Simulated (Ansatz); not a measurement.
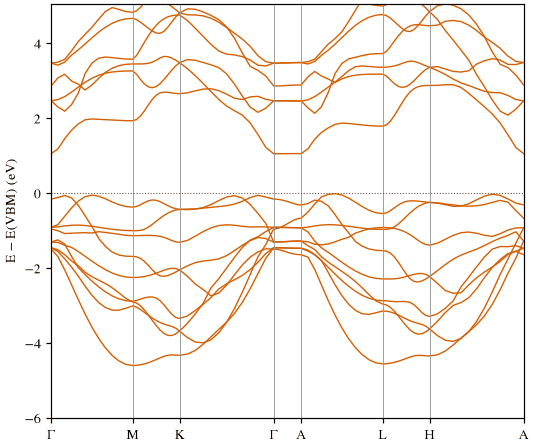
*Band structure from DFT-PBE in the program Ansatz with PAW potentials*

The gap is 1.05 eV; an edge lies off the plotted path or next to a special point (maximum off the standard path, minimum at Γ).

The material is Bi2S3 (La2O3 or Ni2Al3 type, P-3m1).

The cell is a constructed one: a structure type filled with these elements; neither database checked (COD, Materials Project) lists it. COD files the formula under space group No. 62. Its standing as an ambient phase is unchecked. Symmetry was held in the PBE relaxation; its stability against distortions is not shown here. Spin–orbit coupling is left out wherever it is not named.

Potentials: the earlier of the program's two PAW sets.
